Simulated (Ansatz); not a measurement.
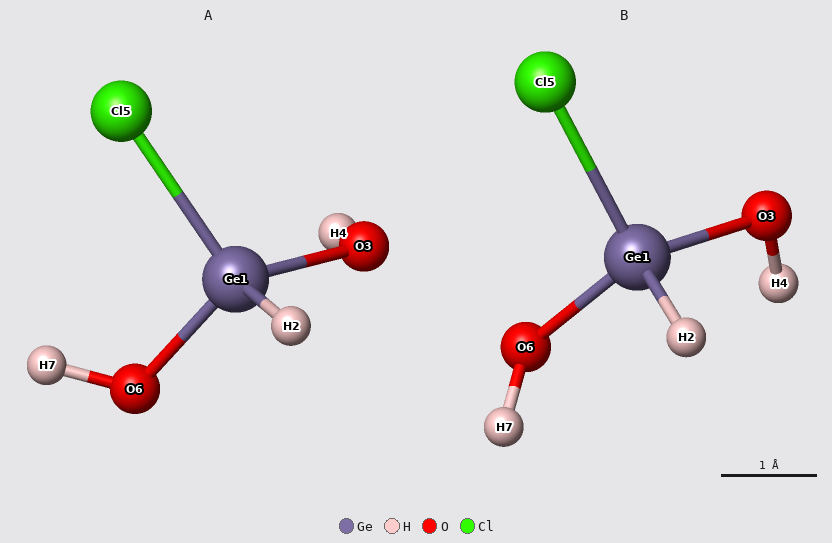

Two geometries of GeH3O2Cl, drawn at one scale. One is the start of a relaxation, the other its converged end. The picture is a ball-and-stick view, seen at a tilt.

These are results of RKS PBE0/def2-SVP in Ansatz 0.2.0, not measurements. Set-up: no spin polarisation; force threshold 0.02 eV/Å; at most 40 steps.

### Which of the two is the end point?

Structure A is the relaxed one. The run prepares the start of a later molecular dynamics calculation, from a guessed geometry. Over 12 accepted moves (15 points after the start) the energy falls by 30.9 kJ/mol. The largest force component goes from 1.9 to 0.015 eV/Å. The line search rejected the trial steps at points 8, 11, 14 of the run. The forces were under the threshold at step 13, but the run went on from there. H7 moves most after the best rigid fit: 0.81 Å. By element the largest moves are H 0.81 Å, O 0.56 Å, Cl 0.46 Å, Ge 0.30 Å. Among the contacts that change: Ge1–Cl5 2.218 → 2.164 Å, O3–H4 1.010 → 0.965 Å, Ge1–H2 1.550 → 1.523 Å, Ge1–O3 1.770 → 1.754 Å. Among the angles between lasting bonds that change: H2–Ge1–O6 109.5° → 114.7°, Cl5–Ge1–O6 109.5° → 105.6°, Ge1–O3–H4 109.5° → 112.8°. Groups turn about Ge1–O6 by about 95°, Ge1–O3 by about 75°.
